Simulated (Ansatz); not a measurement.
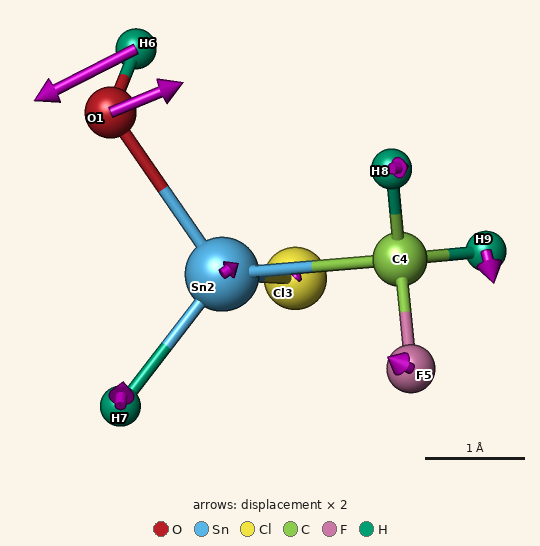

A relaxation of CH4ClFOSn. The starting structure is drawn; purple arrows show the displacements, magnified 2 times. The two geometries are superimposed by the best rigid fit.

Style: ball-and-stick. Shown from a free direction.

The start comes from PBE-D4/def2-SVP.

These are results of Ansatz, RKS PBE0-D4/def2-TZVP, not measurements. Set-up: force threshold 0.005 eV/Å; at most 150 steps.

**What happened in the run?**

Over 21 accepted moves (25 points after the start) the energy falls by 2.38 kcal/mol. Largest force component: 0.95 eV/Å at the start, 0.0047 eV/Å at the end. The line search rejected the trial steps at points 7, 12, 16, 24 of the run. The forces were under the threshold at step 17, but the run went on from there. The atom that moves furthest after the best rigid fit is H6 (0.59 Å). Largest moves by element: H 0.59 Å, O 0.41 Å, F 0.17 Å, Sn 0.11 Å, Cl 0.04 Å, C 0.02 Å. Among the contacts that change: O1–Sn2 2.008 → 1.956 Å, Sn2–C4 2.206 → 2.155 Å, Sn2–Cl3 2.385 → 2.336 Å, Sn2–H7 1.726 → 1.702 Å. Among the angles between lasting bonds that change: O1–Sn2–C4 111.1° → 104.0°, O1–Sn2–H7 106.5° → 111.6°, Sn2–O1–H6 109.6° → 114.2°. Groups turn about O1–Sn2 by about 75°.
